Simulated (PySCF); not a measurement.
```yaml
atoms:
  - { symbol: C, position_ang: [0.6542, -1.6829, 0.6988] }
  - { symbol: C, position_ang: [0.0522, -0.8720, -0.1749] }
  - { symbol: C, position_ang: [-0.7450, -1.4341, -1.3176] }
  - { symbol: C, position_ang: [0.1732, 0.5763, -0.1135] }
  - { symbol: Si, position_ang: [0.4077, 1.5235, -1.7169] }
  - { symbol: C, position_ang: [0.1137, 1.2615, 1.0795] }
  - { symbol: Si, position_ang: [-0.3134, 0.6777, 2.7377] }
  - { symbol: H, position_ang: [0.5663, -2.7545, 0.6324] }
  - { symbol: H, position_ang: [1.2990, -1.3043, 1.4742] }
  - { symbol: H, position_ang: [-0.2313, -1.2512, -2.2608] }
  - { symbol: H, position_ang: [-0.8842, -2.5065, -1.2013] }
  - { symbol: H, position_ang: [-1.7212, -0.9546, -1.3724] }
  - { symbol: H, position_ang: [1.4296, 0.8819, -2.5546] }
  - { symbol: H, position_ang: [0.8333, 2.8883, -1.3931] }
  - { symbol: H, position_ang: [-0.8366, 1.6024, -2.4990] }
  - { symbol: H, position_ang: [0.2827, 2.3339, 1.0218] }
  - { symbol: H, position_ang: [-0.3827, 1.6757, 3.7948] }
  - { symbol: H, position_ang: [-0.7063, -0.6548, 3.1532] }
```

Geometry: GFN2-xTB.

The calculation used PySCF 2.14.0, density-fitted response routines, UKS B3LYP, pcH-1 on C H Si, non-relativistic, mean-field spin-orbit, GIAO.

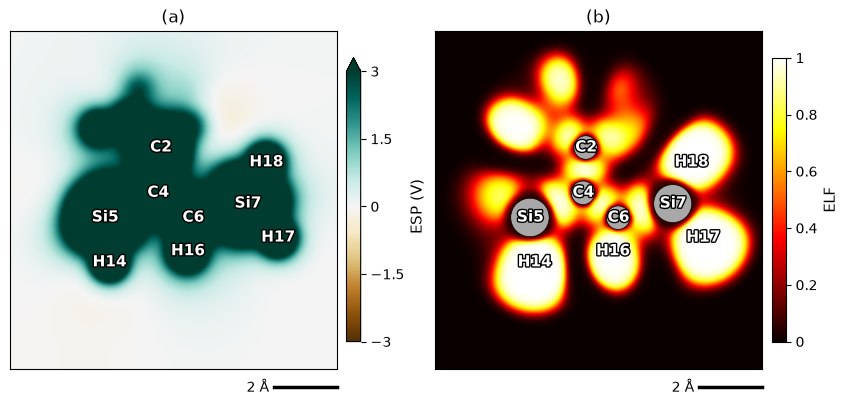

C5H11Si2 (SMILES C=C(C)/C([SiH3])=C\[SiH2]) (doublet). (a) electrostatic potential; (b) ELF on the plane of atoms C4, C6 and H16. Grey discs cover the atomic cores in the ELF map.

Interpret the plot.

Answer.
- Atoms in the plane: C, Si and H.
- C–Si (1.81 Å): the ELF peaks at about 0.95 between the atoms, as expected for a covalent bond.
- C–H (1.09 Å): the ELF climbs to about 1 towards the hydrogen, as it does in any bond to H (a covalent bond by its length).
- C–C (1.38 Å): the ELF peaks at about 0.95 between the atoms, as expected for a covalent bond.
- C–C (1.45 Å): the ELF peaks at about 0.95 between the atoms (a covalent bond).
- C–Si (1.88 Å): the ELF peaks at about 0.95 between the atoms: localised, covalent bonding.
- The potential has no marked negative region in this plane.
